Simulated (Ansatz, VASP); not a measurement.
**Zr (Zirconium) in two plane-wave programs**

Aim: how closely do two programs agree when they are given the same cell, functional and k mesh? The cell is a member of a volume series, scaled by 0.98 from a relaxed one, so a pressure remains.

Main program and level: Ansatz 0.2.0; plane waves, with VASP 6.6.1 beside it; single point at PBE with D3(BJ) and band structure at PBE with D3(BJ), spin-orbit coupling.

## 1. The structure

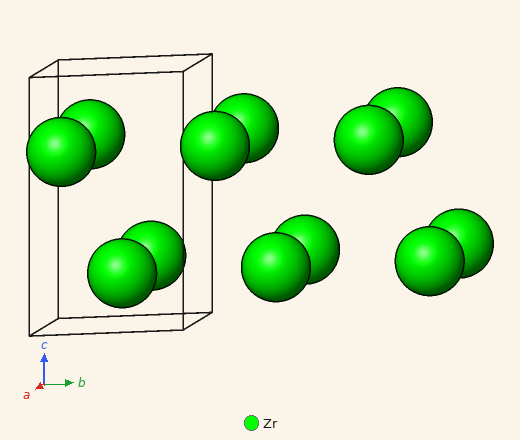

Start, viewed slightly off an axis; zirconium green. 2×3×1 cells are drawn.

## 2. VASP: single point, PBE with D3(BJ)

A single point gives forces, pressure and levels at one fixed geometry, so differences don't come from the geometry; what else differs is listed under the comparison.

Lines of VASP's logs that name or quote its potential files are left out, and so is its time.

INCAR reads:

```
SYSTEM = Zr
PREC = Accurate
ENCUT = 400
EDIFF = 1E-06
NELM = 100
ISMEAR = 1
SIGMA = 0.2
LREAL = .FALSE.
ALGO = Normal
GGA = PE
IVDW = 12
NBANDS = 18
LORBIT = 11
LWAVE = .FALSE.
LCHARG = .FALSE.
KPAR = 2
ISIF = 2
```

POSCAR reads:

```
Zr
1.0
    3.1711306465      0.0000000000      0.0000000000
   -1.5855653233      2.7462796985      0.0000000000
    0.0000000000      0.0000000000      5.0461847527
Zr
2
Direct
    0.3333333333      0.6666666667      0.2500000000
    0.6666666667      0.3333333333      0.7500000000
```

KPOINTS reads:

```
Automatic mesh
0
Gamma
7 7 4
0 0 0
```

PAW data sets: Zr_sv (PBE family, release 64).

On the command line:

```sh
$ mpirun -np 2 vasp_std
```

Numbers of over 12 decimals in the logs are rounded to 6 here.

Log:

```text
[banner, memory and clock lines left out]
running    2 mpi-ranks, on    1 nodes
 distrk:  each k-point on    1 cores,    2 groups
 distr:  one band on    1 cores,    1 groups

 POSCAR found type information on POSCAR Zr
 POSCAR found :  1 types and       2 ions
 LDA part: xc-table for (Slater+PW92), standard interpolation
 POSCAR, INCAR and KPOINTS ok, starting setup
 FFT: planning ... GRIDC
 FFT: planning ... GRID_SOFT
 FFT: planning ... GRID
 WAVECAR not read
 entering main loop
       N       E                     dE             d eps       ncg     rms          rms(c)
DAV:   1     0.182093256083E+03    0.18209E+03   -0.12013E+04   864   0.111E+03
DAV:   2    -0.390159042531E+01   -0.18599E+03   -0.18318E+03  1032   0.343E+02
DAV:   3    -0.172689286741E+02   -0.13367E+02   -0.13275E+02  1508   0.654E+01
DAV:   4    -0.175993871480E+02   -0.33046E+00   -0.33018E+00  1030   0.988E+00
DAV:   5    -0.176046067110E+02   -0.52196E-02   -0.52179E-02  1260   0.104E+00    0.159E+01
DAV:   6    -0.170676445796E+02    0.53696E+00   -0.84219E-01   918   0.746E+00    0.653E+00
DAV:   7    -0.169667120503E+02    0.10093E+00   -0.57952E-01  1206   0.539E+00    0.112E+00
DAV:   8    -0.169732443895E+02   -0.65323E-02   -0.40117E-02  1110   0.156E+00    0.261E-01
DAV:   9    -0.169733403092E+02   -0.95920E-04   -0.12664E-03  1106   0.330E-01    0.375E-02
DAV:  10    -0.169732989676E+02    0.41342E-04   -0.26033E-05  1172   0.364E-02    0.214E-02
DAV:  11    -0.169733009594E+02   -0.19918E-05   -0.77030E-06   918   0.312E-02    0.333E-03
DAV:  12    -0.169733008252E+02    0.13414E-06   -0.34779E-07   504   0.402E-03
   1 F= -.18095669E+02 E0= -.18095840E+02  d E =0.511729E-03
```

OUTCAR, selected parts (step 2):

```text
ion  position               nearest neighbor table
   1  0.333  0.667  0.250-   2 3.12   2 3.12   2 3.12   2 3.12   2 3.12   2 3.12
   2  0.667  0.333  0.750-   1 3.12   1 3.12   1 3.12   1 3.12   1 3.12   1 3.12

  LATTYP: Found a hexagonal cell.
 ALAT       =     3.1711306465
 C/A-ratio  =     1.5912888226

 Subroutine GETGRP returns: Found 24 space group operations
 (whereof 12 operations were pure point group operations)

The static configuration has the point symmetry D_3d.
 The point group associated with its full space group is D_6h.

 Found     24 irreducible k-points:

   k-points           NKPTS =     24   k-points in BZ     NKDIM =     24   number of bands    NBANDS=     18

   dimension x,y,z NGX =    24 NGY =   24 NGZ =   36
   dimension x,y,z NGXF=    48 NGYF=   48 NGZF=   72

   ENCUT  =  400.0 eV  29.40 Ry    5.42 a.u.   5.17  5.17  8.23*2*pi/ulx,y,z

   NELECT =      24.0000    total number of electrons

 k-points in reciprocal lattice and weights: Automatic mesh
   0.00000000  0.00000000  0.00000000       0.005
   0.14285714  0.00000000  0.00000000       0.031
   0.28571429 -0.00000000  0.00000000       0.031
   0.42857143 -0.00000000  0.00000000       0.031
   0.14285714  0.14285714  0.00000000       0.031
   0.28571429  0.14285714  0.00000000       0.061
   0.42857143  0.14285714  0.00000000       0.031
   0.28571429  0.28571429  0.00000000       0.031
   0.00000000  0.00000000  0.25000000       0.010
[...]
0.42857143  0.14285714  0.50000000       0.031
   0.28571429  0.28571429  0.50000000       0.031

 average (electrostatic) potential at core
       1 -73.7819       2 -73.7819

 E-fermi :   9.7328

 k-point     1 :       0.0000    0.0000    0.0000
  band No.  band energies     occupation
    ...
      6     -16.5028      2.00000
      7     -16.4976      2.00000
      8     -16.4976      2.00000
      9       3.9054      2.00000
     10       6.4647      2.00000
     11      10.5236     -0.00000
     12      10.5236     -0.00000
     13      10.6984     -0.00000
     14      11.0687     -0.00000
     15      11.2778     -0.00000
    ...

 k-point     2 :       0.1429    0.0000    0.0000
  band No.  band energies     occupation
    ...
      7     -16.5351      2.00000
      8     -16.5185      2.00000
      9       4.4955      2.00000
     10       6.9770      2.00000
     11       9.5992      1.89651
     12       9.9463     -0.06157
     13      10.7896     -0.00000
     14      11.0855     -0.00000
     15      11.4257     -0.00000
     16      11.4387     -0.00000
    ...

 k-point     3 :       0.2857   -0.0000    0.0000
  band No.  band energies     occupation
    ...
      8     -16.5719      2.00000
      9       5.8748      2.00000
     10       7.4862      2.00000
     11       8.3698      2.00000
     12       9.0743      2.00003
     13      10.4076     -0.00002
     14      10.6833     -0.00000
     15      10.9014     -0.00000
     16      12.6452     -0.00000
     17      12.7303     -0.00000
    ...

 Edisp (eV)   -1.12237

  Total       0.56752     0.56752     0.56272    -0.00000    -0.00000     0.00000
  in kB      20.69061    20.69061    20.51558    -0.00000    -0.00000     0.00000
  external pressure =       20.63 kB  Pullay stress =        0.00 kB

  energy-cutoff  :      400.00
  volume of cell :       43.95
      direct lattice vectors                 reciprocal lattice vectors
     3.171130646  0.000000000  0.000000000     0.315344939  0.182064485  0.000000000
    -1.585565323  2.746279698  0.000000000     0.000000000  0.364128971  0.000000000
     0.000000000  0.000000000  5.046184753     0.000000000  0.000000000  0.198169518

 POSITION                                       TOTAL-FORCE (eV/Angst)
 -----------------------------------------------------------------------------------
     -0.00000      1.83085      1.26155         0.000000      0.000000      0.000000
      1.58557      0.91543      3.78464        -0.000000     -0.000000      0.000000
 -----------------------------------------------------------------------------------
    total drift:                                0.000000     -0.000000      0.000000

  FREE ENERGIE OF THE ION-ELECTRON SYSTEM (eV)
  ---------------------------------------------------
  free  energy   TOTEN  =       -18.0956694364 eV

  energy  without entropy=      -18.0961811652  energy(sigma->0) =      -18.09584001

 total charge
# of ion       s       p       d       tot
------------------------------------------
    1        2.242   5.962   1.690   9.895
    2        2.242   5.962   1.690   9.895
--------------------------------------------------
tot          4.484  11.925   3.381  19.790

[... 3 further parts left out ...]
```

The run ends at a pressure of 2.06 GPa.

## 3. Ansatz: single point, PBE with D3(BJ)

Ansatz runs on its default PAW (the set named soft_2) files.

The same cell, functional, mesh and smearing now go to Ansatz, which takes its cutoff from its data sets.

input.yaml reads:

```yaml
crystal:
  lattice:
    - [3.1711306465, 0.0, 0.0]
    - [-1.5855653233, 2.7462796985, 0.0]
    - [0.0, 0.0, 5.0461847527]
  atoms:
    - { symbol: Zr, position: [0.3333333333, 0.6666666667, 0.25] }
    - { symbol: Zr, position: [0.6666666667, 0.3333333333, 0.75] }
hamiltonian:
  xc: pbe
  pseudopotentials: { kind: paw }
  dispersion: d3bj
kpoints:
  mp_grid: { grid: [7, 7, 4] }
scf:
  occupations: { method: methfessel_paxton, width: 0.2 }
  n_extra_bands: 4
output:
  forces: true
  stress: true
  eigenvalues: true
```

On the command line:

```sh
$ ansatz run input.yaml --threads 2 --pin off --max-ram 4608MiB --backend cpu --events-out ev --progress --plain --runs-dir out
```

Log:

```text
scf.n_extra_bands = 4 over 12 filled bands (N_el = 24.0): the run solves 16 bands
Engine: ansatz 0.2.0, aarch64-unknown-linux-gnu
Pseudopotentials: kind: paw
Pseudopotential: Zr, paw, valence charge 12, recommended cutoff 420 eV (normal), Zr.paw.azcp
Functional definition: PBE
  parameter kappa = 0.804
  parameter beta = 0.066725
  exchange = pbe_x(kappa = kappa, mu = beta*pi^2/3)
  correlation = pbe_c(beta = beta)
Crystal: 2 atoms, lattice volume = 43.946 Å³
Basis set: ecut = 420 eV, 857 PW (Γ), exchange–correlation on 48×48×72 points (8 copies of the dense FFT grid, shifted against one another)
Bands: 16, of which v1, the nominal top of the filled ones, is band 12 counted from 1 (11 counted from 0)
Symmetry: 24 space group operations
Space group: P63/mmc (ITA 194), of the structure as read, at distance tolerance 3.5e-5 Å
k-points: 24 of 196
Non-local potential: Zr, projectors of the file, l = 0: 3, l = 1: 2, l = 2: 2, l = 3: 2
PAW form: soft (Blöchl's): semilocal exchange-correlation on the pseudo side does not see the compensation charge
PAW one-centre angular grid: Zr, 590 points (default); XC on 64 Gauss nodes
Initial density: superposition of atomic densities (neutral atoms: chi_scale 0, normalization atom), corrected by the library's trained network
Initial wavefunctions: pseudopotential atomic-orbital guess
Functional: x = pbe(κ = 0.804, μ = 0.219515), c = pbe(β = 0.066725)
SCF iter   1: F=—  HF=-8368.730229 eV  |F-HF|=—  |Δ(HF+E_count)|=         —  Δρ=3.38e-3  dr2=1.71e-3  ethr=1.77e-3  ⟨swp⟩=4.8  Hψ=1561  notcnv=0
preconditioner: auto → none  [metal: Δε(μ)=0.036 eV  Ē_g=3.292 eV  σ=0.200 eV  W_gap=0.15  n_scr=8 (ndim 8)  ℏωp=15.8 eV  f_vac=0.000  D(μ)=2.63/eV (n_scr^D=22)  sad-step TF]
SCF iter   2: F=—  HF=-8368.730014 eV  |F-HF|=—  |Δ(HF+E_count)|=   2.15e-4  S|Δr|=    0.00e0  Δρ=1.99e-3  dr2=6.56e-4  ethr=7.13e-6  ⟨swp⟩=2.8  Hψ=847  notcnv=0
SCF iter   3: F=—  HF=-8368.730425 eV  |F-HF|=—  |Δ(HF+E_count)|=   4.12e-4  S|Δr|=    0.00e0  Δρ=3.59e-4  dr2=4.43e-5  ethr=2.73e-6  ⟨swp⟩=3.0  Hψ=680  notcnv=0
SCF iter   4: F=—  HF=-8368.730402 eV  |F-HF|=—  |Δ(HF+E_count)|=   2.36e-5  S|Δr|=    0.00e0  Δρ=8.97e-5  dr2=1.51e-6  ethr=1.84e-7  ⟨swp⟩=2.6  Hψ=648  notcnv=0
SCF iter   5: F=-8368.730402 eV  HF=-8368.730402 eV  |F-HF|=2.50e-9  |Δ(HF+E_count)|=   1.05e-8  S|Δr|=    0.00e0  Δρ=1.02e-5  dr2=3.19e-8  ethr=4.17e-10  ⟨swp⟩=2.9  Hψ=1517  notcnv=0
SCF 1 converged in 5 iterations: F = -8368.730402 eV  dr2 = 3.19e-8
  greatest PAW one-centre occupation: 0.996 electrons in one spin orbital (limit 2), on the Zr atom at site 1 (counted from 0), in its partial waves of l = 0
SCF converged after 5 iterations
Stability not checked: this state was not tested for a lower state beside it, because cold or Methfessel-Paxton smearing, or corrected tetrahedra, fill the levels in a way that the test cannot read (fill_not_monotonic; see scf.lower_state_search)
Free energy (F): -8368.730402 eV
Harris-Foulkes:  -8368.730402 eV  (|F-HF|=2.50e-9)
Internal energy: -8368.730950 eV  (E = F + TS)
E sigma→0 (E₀):  -8368.730539 eV
Entropy (-TS):   0.000548 eV (0.274 meV/atom)
Fermi energy:    15.045775 eV
Step filling:    the computed levels leave a gap of 0.0346 eV = 0.2 smearing widths at the electron count; against every level under it full and every level over it empty, smearing changes F+E_penalty+E_count by -1.550 meV and its σ→0 estimate by -1.687 meV
--- Per-component energies (eV) ---
  E_band       = -169.171402
  E_kinetic    = 668.802866
  E_local      = -1199.609052  (includes V_loc(G=0)·N_el)
  E_nonlocal   = 161.539414
  E_hartree    = 372.313189
  E_xc         = -324.191502
  E_vxc        = -383.052492  (∫ρ·V_xc dr)
  E_paw        = -5908.527143  (= ΣΔE_a)
  E_vpaw       = -161.473740  (= ΣTr[D̂ρ^β])
  E_aug_tail   = 0.000050  (compensation charges beyond the density's cutoff)
  E_ewald      = -2137.935996
  E_disp       = -1.122775  (pairwise vdW)
  E_smearing   = 0.000548  (= −TS)
  E_closure    = 0.000000  (closes the sum)
  Σ components = -8368.730402   (vs F -8368.730402, Δ=0.00e0)
--- Forces (eV/Å), atoms counted from 1 ---
  atom   1  Zr    -0.00000000     0.00000000     0.00000000
  atom   2  Zr     0.00000000    -0.00000000    -0.00000000
  max |Σ_I F_I| component: 9.25e-18 eV/Å
--- Stress (GPa, compression-positive) ---
        2.256104       0.000000       0.000000
       -0.000000       2.256104       0.000000
        0.000000       0.000000       2.247531
  P = ⅓ Tr σ = 2.2532 GPa (22.532 kbar)
--- Band table (eV; the first three rows and the last of 24) ---
  k-point 0: bands = [... 8 lower, 9.2281, 11.7805, 15.8357, 15.8357, 16.0105, 16.3840, 16.5897, 16.5897]
  k-point 1: bands = [... 8 lower, 9.7673, 11.7455, 15.5384, 15.6118, 15.6516, 15.6516, 16.2256, 16.2256]
  k-point 2: bands = [... 8 lower, 11.0081, 11.0081, 15.0130, 15.0130, 15.7342, 15.7342, 15.7342, 15.7342]
  k-point 23: bands = [... 8 lower, 12.9852, 12.9852, 14.0643, 14.0643, 14.9541, 14.9541, 17.0066, 17.0066]
```

The job ended after 1.1 s (2 threads of Arm Neoverse N1, shared host; peak memory 0.29 GiB; 1.7 s of CPU time).

The run ends at a pressure of 2.25 GPa.

## 4. Differences

Known differences besides the PAW data sets themselves: the cutoff is 420 eV in Ansatz and 400 eV in VASP; VASP leaves aspherical gradient terms in its spheres out (LASPH is not set), Ansatz keeps them. Total energies have different zeros and are not compared.

Compared:

```
      quantity  Ansatz  VASP  difference
pressure (GPa)    2.25  2.06       +0.19
```

## 5. Ansatz: band structure, PBE with D3(BJ), spin-orbit coupling

Levels along a path test the potential and the projectors away from the mesh points. The cell compared in this pair holds 44.84 Å³, against 43.95 Å³ for the pair before.

The cell comes out of the VASP series on this material, whose earlier steps may have relaxed, scaled or displaced it; both programs get it as it stands.

input.yaml reads:

```yaml
crystal:
  lattice:
    - [3.1925578549, 0.0, 0.0]
    - [-1.5962789275, 2.7648362053, 0.0]
    - [0.0, 0.0, 5.0802816299]
  atoms:
    - { symbol: Zr, position: [0.3333333333, 0.6666666667, 0.25] }
    - { symbol: Zr, position: [0.6666666667, 0.3333333333, 0.75] }
hamiltonian:
  xc: pbe
  pseudopotentials: { kind: paw_fr }
  dispersion: d3bj
magnetization:
  noncollinear: true
  spin_orbit: true
kpoints:
  mp_grid: { grid: [6, 6, 3] }
  band_path:
    path:
      - [0.0, 0.0, 0.0]
      - [0.13333, 0.0, 0.0]
      - [0.3, 0.0, 0.0]
      - [0.46667, 0.0, 0.0]
      - [0.46667, 0.06667, 0.0]
      - [0.41111, 0.17778, 0.0]
      - [0.35556, 0.28889, 0.0]
      - [0.28889, 0.28889, 0.0]
      - [0.17778, 0.17778, 0.0]
      - [0.06667, 0.06667, 0.0]
      - [0.0, 0.0, 0.03333]
      - [0.0, 0.0, 0.2]
      - [0.0, 0.0, 0.36667]
      - [0.0, 0.0, 0.5]
      - [0.16667, 0.0, 0.5]
      - [0.3, 0.0, 0.5]
      - [0.46667, 0.0, 0.5]
      - [0.46667, 0.06667, 0.5]
      - [0.41111, 0.17778, 0.5]
      - [0.35556, 0.28889, 0.5]
      - [0.28889, 0.28889, 0.5]
      - [0.17778, 0.17778, 0.5]
      - [0.06667, 0.06667, 0.5]
      - [0.5, 0.0, 0.46667]
      - [0.5, 0.0, 0.3]
      - [0.5, 0.0, 0.13333]
      - [0.33333, 0.33333, 0.0]
      - [0.33333, 0.33333, 0.16667]
      - [0.33333, 0.33333, 0.33333]
      - [0.33333, 0.33333, 0.5]
    npoints: 1
scf:
  occupations: { method: methfessel_paxton, width: 0.2 }
  n_extra_bands: 14
output:
  forces: true
  stress: true
  eigenvalues: true
```

Log:

```text
[...]
non-collinear run that drives no moment, with spin-orbit: no starting moment large enough to seed its density (crystal.atoms[].spin), no starting occupations that ask for one, no magnetisation constraint and no magnetic field, so the semilocal B_xc is pinned to zero
Crystal: 2 atoms, lattice volume = 44.843 Å³
[...]
k-point 1: bands = [... 20 lower, 14.8152, 14.8152, 15.0282, 15.0282, 15.2532, 15.2532, 15.3289, 15.3289, ... 10 higher]
  k-point 2: bands = [... 20 lower, 14.4252, 14.4252, 14.6108, 14.6108, 15.6312, 15.6312, 16.2137, 16.2137, ... 10 higher]
  k-point 13: bands = [... 20 lower, 13.1716, 13.1716, 13.4845, 13.4845, 14.6491, 14.6491, 14.7066, 14.7066, ... 10 higher]
[key lines of the parts left out:]
SCF converged after 7 iterations
Magnetization: |M| = 0.0000 μB,  M = (+0.0000, +0.0000, +0.0000) μB
Free energy (F): -8370.386233 eV
Fermi energy:    14.608435 eV
P = ⅓ Tr σ = 0.5133 GPa (5.133 kbar)
```

Elapsed: 9.2 s, on 2 threads; peak memory 0.41 GiB; 18 s of CPU time.

[end of part 1 of 2]

[Lines on the potential files, build, host, timing and source positions are cut from VASP's logs without a mark.]

[Logs are printed without paths, hosts, clocks, repeated set-up lines and the standing remarks that a program may print on its own settings, such as how far it seeks lower states.]

[Hosts, paths, dates, database ids (printed as entryN), source tags and the programs' standing remarks are cut or masked in the printed files.]
